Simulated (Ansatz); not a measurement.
Input

```
crystal:
  lattice:
    - [0.0, 3.4826070289, 3.4826070289]
    - [3.4826070289, 0.0, 3.4826070289]
    - [3.4826070289, 3.4826070289, 0.0]
  atoms:
    - { symbol: Si, position: [0.374593964, 0.374593964, 0.8762181081] }
    - { symbol: Si, position: [0.374593964, 0.8762181081, 0.374593964] }
    - { symbol: Si, position: [0.8762181081, 0.374593964, 0.374593964] }
    - { symbol: Si, position: [0.374593964, 0.374593964, 0.374593964] }
    - { symbol: Si, position: [0.75, 0.75, 0.75] }
    - { symbol: W, position: [0.0, 0.0, 0.0] }
basis:
  ecutwfc: 420
kpoints:
  mp_grid: { grid: [10, 10, 10] }
hamiltonian:
  xc: pbe
scf:
  occupations: { method: gaussian, width: 0.1 }
output:
  forces: true
  stress: true
  eigenvalues: true
  write_density: true
  write_potential: true
  elf: true
  volumetric_format: npy
relax:
  adjacent_minimum: "off"
  f_tol: 0.01
  max_steps: 80
  cell: { stress_tol: 0.05 }
```

Launched as:

```sh
ansatz run input.yaml --threads 1 --pin off --max-ram 2560MiB --backend cpu --events-out ev --progress --plain --runs-dir out
```

Below, planes, directions and counts refer to the conventional cell (a = 6.95 Å, b = 6.95 Å, c = 6.95 Å, α = 90.00°, β = 90.00°, γ = 90.00°).

The fields are those of the run's last geometry, not of the input's.

Space group F-43m; a structure generated by program, which may or may not match a known phase.

Level of theory: DFT PBE, scalar-relativistic, plane waves, PAW in Ansatz.

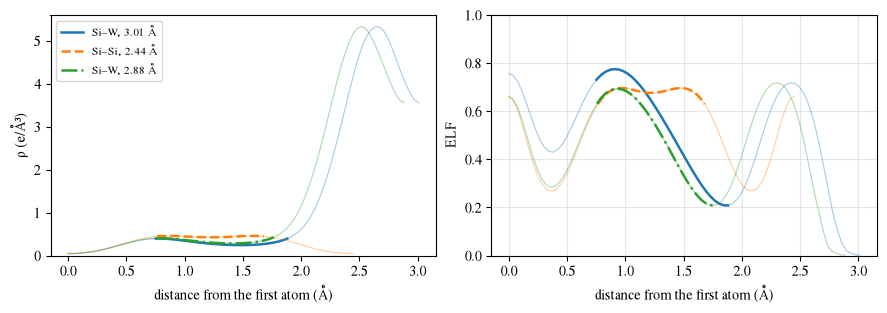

Si₅W. Valence electron density and electron localisation function along straight lines between neighbouring atoms. Thin, pale parts lie inside the atomic spheres.

Core electrons are frozen (PAW), and the valence fields are smoothed inside the atomic spheres.

> Compare the contacts.

Si–W (3.01 Å): ρ is about 0.24 e/Å³ halfway; the ELF peaks at about 0.80 in the valence shell of Si, 0.9 Å from its nucleus, and is about 0.40 at the midpoint.
Si–Si (2.44 Å): ρ at the midpoint is about 0.43 e/Å³; the ELF peaks at about 0.70 between the atoms.
Si–W (2.88 Å): ρ is about 0.28 e/Å³ halfway; the ELF peaks at about 0.70 in the valence shell of Si, 0.9 Å from its nucleus, and is about 0.40 at the midpoint.
